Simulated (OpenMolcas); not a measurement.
# One shape, several levels: GeNH4Cl (SMILES [NH2][GeH2][Cl])

We compute a comparison of 6 runs (HF/3-21G, B3LYP/6-31G*, B2PLYP/cc-pVDZ, BLYP/cc-pVDZ, r2SCAN/cc-pVDZ, CCSD(T)/cc-pVDZ) of GeNH4Cl. 

The results are computed with OpenMolcas 26.06.

1 further run of the same task is left out (set aside as unsound or not needed).

## 1. The molecule

GeNH4Cl has 7 atoms, charge 0, and is taken as a singlet. SMILES: `[NH2][GeH2][Cl]`. The Ge2–H7 distance was set to 2.295 Å, away from the relaxed value. At this shape a bond of the SMILES string is far longer than usual.

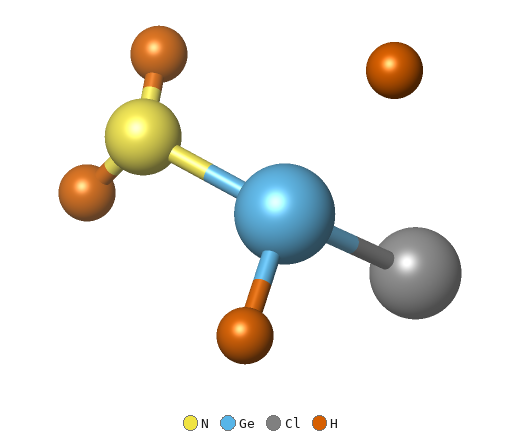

The structure, seen from a chosen angle (nitrogen yellow, germanium blue, chlorine grey, hydrogen orange).

## 2. A single-point energy at HF/3-21G (run 1)

Contents of job.inp:

```
* ClGeH4N Hartree-Fock
>>> EXPORT MOLCAS_PRINT=2

&GATEWAY
  BasLib=$CurrDir
  Coord
  7
  angstrom
  N       -1.443071       0.486499      -0.320787
  Ge      -0.070271      -0.025701       0.755113
  Cl      -0.255671      -2.083601       1.436413
  H       -2.351071       0.497799       0.122313
  H       -1.509071      -0.014301      -1.195787
  H       -0.090871       0.835899       2.019113
  H        1.880200       0.061300      -0.450600
  Basis=3-21G
  Group=NoSym

&SEWARD

&SCF
  Thresholds=1e-10 1e-07 1e-07 1e-05
  PrOrbitals=1 2
```

The basis set 3-21G is read from a file made from the Basis Set Exchange's data (not shown).

Command:

```sh
$ export MOLCAS_MEM=1860
$ pymolcas job.inp > job.log
```

What it wrote:

```text
--- Start Module: gateway ---
[...]
--- Stop Module: gateway /rc=_RC_ALL_IS_WELL_ ---
--- Start Module: seward ---
[...]
      Basis functions           52
--- Stop Module: seward /rc=_RC_ALL_IS_WELL_ ---
[...]
--- Start Module: scf ---
[...]
       Convergence after  13 Iterations
[...]
::    Total SCF energy                              -2579.0841959248
[...]
      Total spin, S                                     0.0000000000
[...]
      Total electronic charge=   60.000000
      Total            charge=   -0.000000
[...]
      Dipole Moment (debye):
      Origin of the operator (angstrom)=   -0.2870   -0.5244    0.8041
                   X= -1.7674E+00               Y=  1.8817E+00               Z= -6.3264E-01           Total=  2.6579E+00
      Quadrupole Moment (debye*angstrom):
[...]
--- Stop Module: scf /rc=_RC_ALL_IS_WELL_ ---
[...]
```

Wall time 4.8 s (1 thread of Intel Xeon Platinum 8259CL at 2.50GHz (Skylake/Cascade Lake), shared host); peak memory 0.38 GiB.

## 3. A single-point energy at B3LYP/6-31G(d) (spherical functions) (run 2)

Contents of calc.inp:

```
* ClGeH4N Kohn-Sham DFT
&GATEWAY
BASLIB=$CurrDir
COORD
7
angstrom
N       -1.443071       0.486499      -0.320787
Ge      -0.070271      -0.025701       0.755113
Cl      -0.255671      -2.083601       1.436413
H       -2.351071       0.497799       0.122313
H       -1.509071      -0.014301      -1.195787
H       -0.090871       0.835899       2.019113
H        1.880200       0.061300      -0.450600
BASIS=6-31Gs
GROUP=NoSym
&SEWARD
GRIDINPUT
Grid=UltraFine
End of Grid
&SCF
KSDFT=B3LYP
THRESHOLDS=1e-10 1e-07 1e-07 1e-05
PRORBITALS=0
```

The basis set 6-31G* is read from a file made from the Basis Set Exchange's data (not shown).

Command:

```sh
$ export MOLCAS_MEM=1860
$ pymolcas calc.inp > calc.log
```

What it wrote:

```text
--- Start Module: gateway ---
[...]
--- Stop Module: gateway /rc=_RC_ALL_IS_WELL_ ---
--- Start Module: seward ---
[...]
      Basis functions           72
--- Stop Module: seward /rc=_RC_ALL_IS_WELL_ ---
[...]
--- Start Module: scf ---
[...]
       Convergence after  15 Iterations
[...]
::    Total KS-DFT energy                           -2594.0876065678
[...]
      Total spin, S                                     0.0000000000
[...]
      Total electronic charge=   60.000000
      Total            charge=   -0.000000
[...]
      Dipole Moment (debye):
      Origin of the operator (angstrom)=   -0.2870   -0.5244    0.8041
                   X= -1.8605E+00               Y=  1.1853E+00               Z= -3.7340E-01           Total=  2.2373E+00
      Quadrupole Moment (debye*angstrom):
[...]
--- Stop Module: scf /rc=_RC_ALL_IS_WELL_ ---
[...]
```

It took 20 s on 1 thread of Intel Xeon Platinum 8259CL at 2.50GHz (Skylake/Cascade Lake), shared host; peak memory 0.42 GiB.

Run 3 isn't shown in full; the table further down has it.

## 4. A single-point energy at BLYP/cc-pVDZ (run 4)

Contents of test.input:

```
>>> EXPORT MOLCAS_PRINT=2

&gateway
 baslib = $CurrDir
 coord
 7
 angstrom
 N       -1.443071       0.486499      -0.320787
 Ge      -0.070271      -0.025701       0.755113
 Cl      -0.255671      -2.083601       1.436413
 H       -2.351071       0.497799       0.122313
 H       -1.509071      -0.014301      -1.195787
 H       -0.090871       0.835899       2.019113
 H        1.880200       0.061300      -0.450600
 basis = cc-pVDZ
 group = NoSym

&seward
 gridinput
 Grid=UltraFine
 End of Grid

&scf
 ksdft = BLYP
 thresholds = 1e-10 1e-07 1e-07 1e-05
 prorbitals = 1
```

The basis set cc-pVDZ is read from a file made from the Basis Set Exchange's data (not shown).

Command:

```sh
$ export MOLCAS_MEM=1860
$ pymolcas test.input > test.log
```

What it wrote:

```text
--- Start Module: gateway ---
[...]
--- Stop Module: gateway /rc=_RC_ALL_IS_WELL_ ---
--- Start Module: seward ---
[...]
      Basis functions           79
--- Stop Module: seward /rc=_RC_ALL_IS_WELL_ ---
[...]
--- Start Module: scf ---
[...]
       Convergence after  17 Iterations
[...]
::    Total KS-DFT energy                           -2594.3371235200
[...]
      Total spin, S                                     0.0000000000
[...]
      Total electronic charge=   60.000000
      Total            charge=   -0.000000
[...]
      Dipole Moment (debye):
      Origin of the operator (angstrom)=   -0.2870   -0.5244    0.8041
                   X= -1.9252E+00               Y=  1.1143E+00               Z= -4.0279E-01           Total=  2.2606E+00
      Quadrupole Moment (debye*angstrom):
[...]
--- Stop Module: scf /rc=_RC_ALL_IS_WELL_ ---
[...]
```

It took 30 s on 1 thread of Intel Xeon Platinum 8259CL at 2.50GHz (Skylake/Cascade Lake), shared host; peak memory 0.45 GiB.

Run 5 isn't shown in full; the table further down has it.

## 5. A single-point energy at CCSD(T)/cc-pVDZ (run 6)

Contents of calc.input:

```
* ClGeH4N CCSD(T)
&GATEWAY
BasLib = $CurrDir
Coord
7
angstrom
N       -1.443071       0.486499      -0.320787
Ge      -0.070271      -0.025701       0.755113
Cl      -0.255671      -2.083601       1.436413
H       -2.351071       0.497799       0.122313
H       -1.509071      -0.014301      -1.195787
H       -0.090871       0.835899       2.019113
H        1.880200       0.061300      -0.450600
Basis = cc-pVDZ
Group = NoSym
&SEWARD
&SCF
Thresholds = 1e-10 1e-07 1e-07 1e-05
PrOrbitals = 1 2
&RASSCF
FileOrb = $Project.ScfOrb
Spin = 1
Nactel = 0 0 0
Inactive = 30
Ras2 = 0
OutOrbitals = Canonical
OrbListing = Nothing
&MOTRA
JobIph
Frozen = 15
&CCSDT
CCT
Triples = 2
Iterations = 80
Accuracy = 1e-08
Extrapolation = 5 4
```

The basis set cc-pVDZ is read from a file made from the Basis Set Exchange's data (not shown).

Command:

```sh
$ export MOLCAS_MEM=1860
$ pymolcas calc.input > calc.log
```

What it wrote:

```text
--- Start Module: gateway ---
[...]
--- Stop Module: gateway /rc=_RC_ALL_IS_WELL_ ---
[...]
      Basis functions           79
[...]
       Convergence after  13 Iterations
[...]
::    Total SCF energy                              -2591.5900959625
[...]
      Total spin, S                                     0.0000000000
[...]
      Number of active orbitals                  0
[...]
      Spin quantum number                      0.0
[...]
      Active orbitals                            0
[...]
      Number of CSFs                             1
[...]
      Number of root(s) required                 1
[...]
      Convergence after  4 iterations
[...]
      Natural orbitals and occupation numbers for root  1
      ************************************************************************************************************************
      *                                                    Final results                                                     *
      ************************************************************************************************************************
[...]
::    RASSCF root number  1 Total energy:  -2591.59009596
[...]
      Total electronic charge=   60.000000
      Total            charge=   -0.000000
[...]
      Dipole Moment (debye):
      Origin of the operator (angstrom)=   -0.2870   -0.5244    0.8041
                   X= -1.9211E+00               Y=  1.2759E+00               Z= -2.2264E-01           Total=  2.3169E+00
      Quadrupole Moment (debye*angstrom):
[...]
--- Start Module: motra ---
[...]
      *** WARNING: Default frozen orbitals is overwritten by user input.
      *** Default values:  20
[...]
--- Stop Module: motra /rc=_RC_ALL_IS_WELL_ ---
--- Start Module: ccsdt ---
[...]
      Convergence after                    16  Iterations
      Total energy (diff) :   -2592.06342036       0.00000000
[...]
 METHOD                       : CCSD+T(CCSD)+<T3(1)WT1> = CCSD(T)
[...]
       CCSD     =     -2592.0634203587151
[...]
--- Stop Module: ccsdt /rc=_RC_ALL_IS_WELL_ ---
[...]
```

It took 56 s on 1 thread of Intel Xeon Platinum 8259CL at 2.50GHz (Skylake/Cascade Lake), shared host; peak memory 0.45 GiB.

## 6. All runs side by side

```csv
run,level,integration grid,frozen core orbitals,energy (Eh),dipole moment (D) of the reference,HOMO energy (eV),LUMO energy (eV),wall time
1,HF/3-21G,–,–,-2579.084196,2.66,-10.50,1.60,4.8 s
2,B3LYP/6-31G* (spherical functions),UltraFine,–,-2594.087607,2.24,-7.61,-2.16,20 s
3,B2PLYP/cc-pVDZ,UltraFine,15,-2593.690685,2.24,-8.75,-0.76,25 s
4,BLYP/cc-pVDZ,UltraFine,–,-2594.337124,2.26,-6.29,-2.71,30 s
5,r2SCAN/cc-pVDZ,UltraFine,–,-2594.239051,2.28,-6.85,-2.73,39 s
6,CCSD(T)/cc-pVDZ,–,15,-2592.076610,2.32,-10.37,1.44,56 s
```

## 7. Outcome

| quantity | value |
| --- | --- |
| run 6: total energy | -2592.07661 Eh |
| run 6: dipole moment (mean-field density) | 2.32 D |
| run 6: HOMO energy (Hartree–Fock orbitals) | -10.37 eV |
| run 6: LUMO energy (Hartree–Fock orbitals) | 1.44 eV |
| run 6: HOMO–LUMO gap (Hartree–Fock orbitals) | 11.81 eV |
| run 6: correlation energy (15 core orbitals frozen) | -486.5 mEh |
| run 6: (T) correction | -13.19 mEh |

Over runs 1, 2, 3, 4, 5 the dipole moment (its size) runs from 2.24 D (B3LYP/6-31G*) to 2.66 D (HF/3-21G). The two ends differ in method and basis. Over runs 1, 2, 3, 4, 5 the HOMO–LUMO gap runs from 3.58 eV (BLYP/cc-pVDZ) to 12.10 eV (HF/3-21G). For B2PLYP the log adds the whole second-order term; the table takes 0.27 of it, as the functional is defined. Totals of different functionals can't be ranked against each other. All runs together took 2.9 min, the longest 56 s.
